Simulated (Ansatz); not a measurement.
# NH3 (ammonia) at B3LYP/6-31G(d) (spherical functions)

What is the energy change on altering one bond length of NH3 (ammonia) at B3LYP/6-31G* (spherical functions)? 

The calculation is run with Ansatz 0.2.0.

29 further runs of the same task are left out: 29 set aside as unsound or not needed.

### Step 1. The system as given

NH3: 4 atoms, total charge 0, spin state singlet. SMILES: `N`. The shape is that of a PBE0-D4/def2-TZVP optimisation.

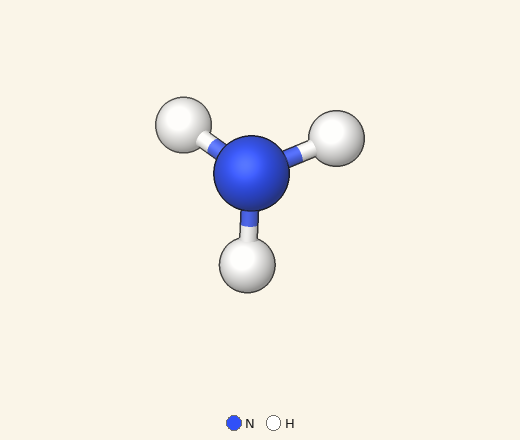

Viewed from a chosen angle; nitrogen blue, hydrogen white.

### Step 2. The energy at B3LYP/6-31G(d) (spherical functions)

File molecule.yaml:

```yaml
crystal:
  periodic: [false, false, false]
  atoms:
    - {symbol: N, position_ang: [-0.069910, 0.249470, 0.110930]}
    - {symbol: H, position_ang: [0.490470, -0.301820, 0.749180]}
    - {symbol: H, position_ang: [-0.887480, -0.301940, -0.118910]}
    - {symbol: H, position_ang: [0.466920, 0.354280, -0.741200]}
basis:
  gaussian: {orbitals: 6-31G_st_-spherical.json}
hamiltonian: {xc: {name: B3LYP}}
accuracy: high
output: {orbitals: {seedname: orbitals}}
```

The basis set 6-31G* is read from a file made from the Basis Set Exchange's data (not shown).

Launch:

```
$ ansatz run molecule.yaml --threads 1 --pin off --max-ram 3480MiB --events-out events.jsonl --progress --plain --runs-dir runs
```

Log:

```text
Warning: RAYON_NUM_THREADS=1 ignored (pool sized by the plan → 1); use --threads N
Functional definition: B3LYP
  name "B3LYP"
  parameter a0 = 0.2
  parameter ax = 0.72
  parameter ac = 0.81
  exchange = (1 - a0 - ax)*slater_x + ax*b88_x + a0*exact_x
  correlation = (1 - ac)*vwn_rpa_c + ac*lyp_c
396 factors; integrals over basis functions are off by at most 3.5e-9 eV
mean field evaluation 1: about -1533.8572 eV, gradient 5.0e1 eV
mean field evaluation 2: about -1530.2048 eV, gradient 6.3e1 eV
mean field evaluation 4: about -1538.7119 eV, gradient 1.8e-1 eV
mean field evaluation 8: about -1538.7100 eV, gradient 1.2e-3 eV
mean field evaluation 16: about -1538.7100 eV, gradient 4.7e-8 eV
mean field -1538.71004591 eV, -56.5465512121 hartree, gradient 4.7e-8 eV, S^2 0.000000; 0 other end points of the search recorded, 0 dependent functions left out
reference -1538.71006673 eV, -56.5465519773 hartree; 5, 5 occupied and 15, 15 virtual orbitals, 396 factors
Total energy: -1538.71006673 eV, -56.5465519773 hartree
```

It took 0.58 s on 1 thread of Arm Neoverse V1, shared host.

### Step 3. The distorted shape at the same level

File job.yaml:

```yaml
crystal:
  periodic: [false, false, false]
  atoms:
    - symbol: "N"
      position_ang: [-0.338349, 0.197060, 0.537033]
    - symbol: H
      position_ang: [0.222031, -0.354230, 1.175283]
    - symbol: H
      position_ang: [-1.155919, -0.354350, 0.307193]
    - symbol: H
      position_ang: [0.466920, 0.354280, -0.741200]
basis:
  gaussian: {orbitals: 6-31G_st_-spherical.json}
hamiltonian: {xc: {name: B3LYP}}
accuracy: high
output: {orbitals: {seedname: orbitals}}
```

The basis set 6-31G* is read from a file made from the Basis Set Exchange's data (not shown).

Launch:

```
$ ansatz run job.yaml --threads 1 --pin off --max-ram 3480MiB --events-out events.jsonl --progress --plain --runs-dir runs
```

Log, cut to the lines that bear on the results:

```text
Warning: RAYON_NUM_THREADS=1 ignored (pool sized by the plan → 1); use --threads N
[... 7 set-up lines as earlier in the session ...]
397 factors; integrals over basis functions are off by at most 4.7e-9 eV
mean field evaluation 1: about -1530.6071 eV, gradient 5.1e1 eV
mean field evaluation 2: about -1519.6923 eV, gradient 7.7e1 eV
mean field evaluation 4: about -1536.5136 eV, gradient 1.4e0 eV
mean field evaluation 8: about -1536.5171 eV, gradient 4.1e-3 eV
mean field evaluation 16: about -1536.5171 eV, gradient 5.0e-9 eV
mean field -1536.51710732 eV, -56.4659622054 hartree, gradient 5.4e-9 eV, S^2 0.000000; 0 other end points of the search recorded, 0 dependent functions left out
reference -1536.51713005 eV, -56.4659630405 hartree; 5, 5 occupied and 15, 15 virtual orbitals, 397 factors
Total energy: -1536.51713005 eV, -56.4659630405 hartree
```

It took 0.58 s on 1 thread of Arm Neoverse V1, shared host.

### Step 4. Outcome

At B3LYP/6-31G* (spherical functions):

| quantity | value |
| --- | --- |
| first shape: total energy | -56.54655 Eh |
| first shape: HOMO energy | -6.76 eV |
| first shape: LUMO energy | 2.25 eV |
| first shape: HOMO–LUMO gap | 9.01 eV |
| distorted shape: total energy | -56.46596 Eh |
| distorted shape: HOMO energy | -6.86 eV |
| distorted shape: LUMO energy | -0.73 eV |
| distorted shape: HOMO–LUMO gap | 6.12 eV |
| energy change with the N1–H4 bond stretched from 1.013 to 1.519 Å | 2.193 eV |

What this shows: With the N1–H4 bond stretched from 1.013 to 1.519 Å the energy rises by 2.19 eV (212 kJ/mol). The first shape isn't relaxed at this level, so the change isn't measured from a minimum.
